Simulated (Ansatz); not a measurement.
**One shape, several levels: SnH2F (SMILES [F][SnH2])**

We compute a comparison of 6 runs (UHF/STO-3G, U-r2SCAN/STO-3G, U-revPBE/STO-3G, UPBE/STO-3G, RPA@PBE/STO-3G, FCI/STO-3G) of SnH2F. 

Program for the calculation: Ansatz 0.2.0.

59 further runs of the same task are left out: 7 that didn't finish, 52 set aside as unsound or not needed.

### Step 1. The structure to begin with

The species is SnH2F (4 atoms), meant as a doublet with charge 0. As SMILES, `[F][SnH2]`. The H4–Sn2 distance was set to 2.158 Å, away from the relaxed value.

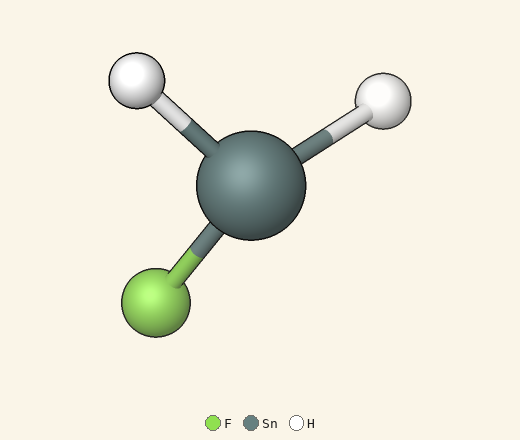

The structure, seen from a chosen angle (fluorine green, tin teal, hydrogen white).

### Step 2. The energy at UHF/STO-3G (run 1)

Contents of molecule.yaml:

```yaml
crystal:
  periodic: [false, false, false]
  atoms:
    - {symbol: F, position_ang: [-1.644445, -0.607078, 0.702797]}
    - {symbol: Sn, position_ang: [-0.063545, -0.659278, -0.406203]}
    - {symbol: H, position_ang: [1.092255, -1.471478, 0.586197]}
    - {symbol: H, position_ang: [0.395700, 1.426200, -0.716700]}
basis:
  gaussian:
    orbitals: STO-3G
hamiltonian:
  xc: hf
magnetization:
  spin_polarized: true
  initial_magnetization: 1
accuracy: high
```

Command:

```console
$ ansatz run molecule.yaml --threads 1 --pin off --max-ram 2610MiB --events-out events.jsonl --progress --plain --runs-dir runs
```

The log of the run:

```text
Warning: RAYON_NUM_THREADS=1 ignored (pool sized by the plan → 1); use --threads N
Functional definition: HF
  name "HF"
  exchange = exact_x
  correlation = 0
612 factors; integrals over basis functions are off by at most 4.8e-9 eV
mean field evaluation 1: about -164963.9983 eV, gradient 1.2e1 eV
mean field evaluation 2: about -164964.0418 eV, gradient 1.2e1 eV
mean field evaluation 4: about -164966.0388 eV, gradient 1.5e0 eV
mean field evaluation 8: about -164966.1078 eV, gradient 1.2e-2 eV
mean field evaluation 16: about -164963.5217 eV, gradient 9.3e0 eV
mean field evaluation 32: about -164966.0798 eV, gradient 2.8e-1 eV
mean field -164966.10176833 eV, -6062.3924219462 hartree, gradient 7.3e-8 eV, S^2 0.786044; 0 other end points of the search recorded, 0 dependent functions left out
reference -164966.10176833 eV, -6062.3924219462 hartree; 31, 30 occupied and 3, 4 virtual orbitals, 612 factors
Total energy: -164966.10176833 eV, -6062.3924219462 hartree
```

Run time: 0.72 s. Hardware: 1 thread of Arm Neoverse V2, shared host; peak memory 0.1 GiB.

### Step 3. A single-point energy at U-r2SCAN/STO-3G (run 2)

Contents of in.yaml:

```yaml
basis:
  gaussian: {orbitals: STO-3G}
crystal:
  periodic: [false, false, false]
  atoms:
    - symbol: F
      position_ang: [-1.644445, -0.607078, 0.702797]
    - symbol: Sn
      position_ang: [-0.063545, -0.659278, -0.406203]
    - symbol: H
      position_ang: [1.092255, -1.471478, 0.586197]
    - symbol: H
      position_ang: [0.395700, 1.426200, -0.716700]
magnetization: {spin_polarized: true, initial_magnetization: 1}
hamiltonian: {xc: {name: r2SCAN}}
accuracy: high
```

Command:

```console
$ ansatz run in.yaml --threads 1 --pin off --max-ram 2610MiB --events-out events.jsonl --progress --plain --runs-dir runs
```

The log of the run:

```text
Warning: RAYON_NUM_THREADS=1 ignored (pool sized by the plan → 1); use --threads N
Functional definition: r2SCAN
  name "r2SCAN"
  parameter k0 = 0.174
  parameter k1 = 0.065
  parameter a1 = 4.9479
  exchange = r2scan_x(k0 = k0, k1 = k1, a1 = a1)
  correlation = r2scan_c
612 factors; integrals over basis functions are off by at most 4.8e-9 eV
mean field evaluation 1: about -165035.4197 eV, gradient 1.0e1 eV
mean field evaluation 2: about -165028.3080 eV, gradient 3.3e1 eV
mean field evaluation 4: about -165036.5907 eV, gradient 1.6e0 eV
mean field evaluation 8: about -165036.5583 eV, gradient 4.2e-2 eV
mean field evaluation 16: about -165036.5583 eV, gradient 1.1e-5 eV
mean field -165036.55834481 eV, -6064.9816533746 hartree, gradient 2.5e-8 eV, S^2 0.752413; 0 other end points of the search recorded, 0 dependent functions left out
reference -165036.55834558 eV, -6064.9816534032 hartree; 31, 30 occupied and 3, 4 virtual orbitals, 612 factors
Total energy: -165036.55834558 eV, -6064.9816534032 hartree
```

It took 7.5 s on 1 thread of Arm Neoverse V2, shared host; peak memory 0.23 GiB.

Runs 3 to 5 aren't shown in full; the table further down has their settings and results.

### Step 4. A single-point energy at FCI/STO-3G (run 6)

Contents of job.yaml:

```yaml
crystal:
  periodic: [false, false, false]
  atoms:
    - {symbol: F, position_ang: [-1.644445, -0.607078, 0.702797]}
    - {symbol: Sn, position_ang: [-0.063545, -0.659278, -0.406203]}
    - {symbol: H, position_ang: [1.092255, -1.471478, 0.586197]}
    - {symbol: H, position_ang: [0.395700, 1.426200, -0.716700]}
basis:
  gaussian: {orbitals: STO-3G}
magnetization: {spin_polarized: true, initial_magnetization: 1}
correlation: {method: fci, frozen_orbitals: {F: 1, H: 0, Sn: 18}}
accuracy: high
```

Command:

```console
$ ansatz run job.yaml --threads 1 --pin off --max-ram 2610MiB --events-out events.jsonl --progress --plain --runs-dir runs
```

The log of the run:

```text
Warning: RAYON_NUM_THREADS=1 ignored (pool sized by the plan → 1); use --threads N
Functional definition: HF
  name "HF"
  exchange = exact_x
  correlation = 0
612 factors; integrals over basis functions are off by at most 4.8e-9 eV
mean field evaluation 1: about -164963.9983 eV, gradient 1.2e1 eV
mean field evaluation 2: about -164964.0418 eV, gradient 1.2e1 eV
mean field evaluation 4: about -164966.0388 eV, gradient 1.5e0 eV
mean field evaluation 8: about -164966.1078 eV, gradient 1.2e-2 eV
mean field evaluation 16: about -164963.5217 eV, gradient 9.3e0 eV
mean field -164966.10176833 eV, -6062.3924219462 hartree, gradient 7.3e-8 eV, S^2 0.786044; 2 other end points of the search recorded, 0 dependent functions left out
19 core orbitals not correlated: weight in the atoms' cores, before any rotation towards them, 1.000 or more for the frozen orbitals, at most 0.000 for the correlated occupied ones
reference -164966.03883353 eV, -6062.3901091351 hartree; 12, 11 occupied and 3, 4 virtual orbitals, 612 factors
state -164968.44411341 eV, -6062.4785015402 hartree
Total energy: -164968.44411341 eV, -6062.4785015402 hartree
```

Run time: 4.2 s. Hardware: 1 thread of Arm Neoverse V2, shared host; peak memory 0.14 GiB.

### Step 5. Overview of the runs

| run | level | frozen core orbitals | energy (Eh) | ⟨S²⟩ | wall time |
| --- | --- | --- | --- | --- | --- |
| 1 | UHF/STO-3G | – | -6062.392422 | 0.786 | 0.72 s |
| 2 | U-r2SCAN/STO-3G | – | -6064.981653 | 0.752 | 7.5 s |
| 3 | U-revPBE/STO-3G | – | -6064.454405 | 0.751 | 2.5 s |
| 4 | UPBE/STO-3G | – | -6064.112444 | 0.751 | 2.5 s |
| 5 | RPA@PBE/STO-3G | 19 | -6062.520522 | 0.751 | 2.6 s |
| 6 | FCI/STO-3G | 19 | -6062.478502 | – | 4.2 s |

### Step 6. Outcome

| quantity | value |
| --- | --- |
| run 6: total energy | -6062.47850 Eh |
| run 6: correlation energy (19 core orbitals frozen) | -88.4 mEh |

What this shows: Against full CI in this basis: UHF +86.1 mEh. Totals of different functionals can't be ranked against each other. In runs 1, 2, 3, 4, 5, 6 the basis is minimal, so the values are rough. In runs 1, 2, 3, 4, 5, 6 relativity is left out where basis or elements ask for it. All runs together took 20 s, the longest 7.5 s.
